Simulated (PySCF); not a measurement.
Consider C7H11OP.

The calculation's input:

```
{"job": {"kind": "nmr", "xc": "PBE0", "basis": "pcSseg-1"}, "charge": 0, "multiplicity": 1}
C      3.291311     1.090352    -0.049041
C      1.994272     0.941387    -0.252637
P      1.170875    -0.558538     0.355188
O      2.065622    -1.500410     1.036373
C     -0.319725     0.000912     1.216210
C     -1.392436    -0.040187     0.431431
C     -2.778306     0.340329     0.828684
C     -1.165338    -0.493117    -0.989924
C      0.181000    -1.211151    -1.061406
H      3.837568     0.319928     0.472779
H      3.846257     1.953767    -0.381174
H      1.389500     1.676985    -0.762981
H     -0.318779     0.307720     2.248529
H     -3.144962     1.143832     0.190150
H     -2.814816     0.668262     1.863879
H     -3.448780    -0.509694     0.704231
H     -1.983088    -1.137429    -1.321497
H     -1.164420     0.386875    -1.639970
H      0.066544    -2.281325    -0.870729
H      0.682553    -1.087821    -2.021131
```

Launched as:

```sh
OMP_NUM_THREADS=1 python probes_run.py task.json out
```

Geometry: GFN2-xTB.

Method: PBE0/pcSseg-1, SCF density, gas phase, non-relativistic in PySCF 2.14.0.

What will maps of the electron density and electron localisation function show?

C–C (1.33 Å): ρ at the midpoint is about 2.3 e/Å³; the ELF peaks at about 0.90 between the atoms (a short, multiple covalent bond).
C–P (1.81 Å): ρ is about 1.2 e/Å³ halfway; the ELF peaks at about 0.95 between the atoms, as expected for localised, covalent bonding.
C–H (1.08 Å): ρ at the midpoint is about 2 e/Å³; the ELF climbs to about 1 towards the hydrogen, as it does in any bond to H (an ordinary covalent bond to hydrogen).
C–C (1.49 Å): ρ at the midpoint is about 1.7 e/Å³; the ELF peaks at about 0.95 between the atoms; a shared electron pair.

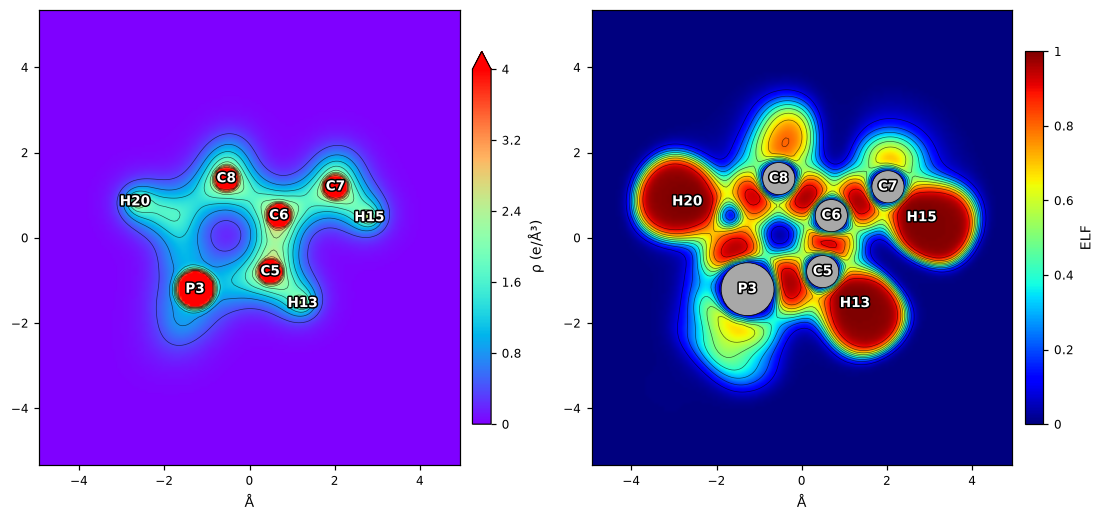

Computed electron density and electron localisation function on the plane of atoms C7, C6 and C8, in this order. Grey discs cover the atomic cores in the ELF map. 
